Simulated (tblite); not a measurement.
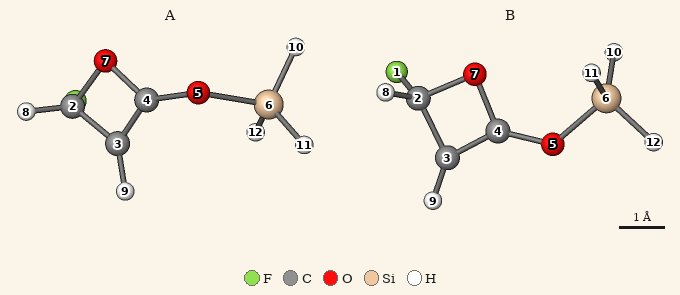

Two geometries of C3H5FO2Si, drawn at one scale. One is the start of a relaxation, the other its converged end. A ball-and-stick model, seen at a tilt.

The calculation used tblite, GFN2-xTB geometry optimisation, gas phase. 

Which of the two is the end point?

Structure B is the relaxed one. Over 136 geometry steps the energy falls by 29.9 kcal/mol. The atom that moves furthest after the best rigid fit is H11 (2.08 Å). Largest moves by element: H 2.08 Å, O 1.68 Å, F 0.99 Å, C 0.96 Å, Si 0.15 Å. Near-neighbour distances that change, for instance: C4–O5 1.414 → 1.294 Å, O5–Si6 1.762 → 1.660 Å, C2–C3 1.438 → 1.504 Å, F1–C2 1.401 → 1.352 Å. Bond angles that change, for instance: O5–C4–O7 133.3° → 123.2°, C2–C3–C4 94.6° → 86.5°, C3–C4–O7 89.5° → 97.5°. Groups turn about O5–Si6 by about 165°, C4–O5 by about 110°. The run took 0.72 s on 1 thread of Arm Neoverse V1, with other jobs on the host.
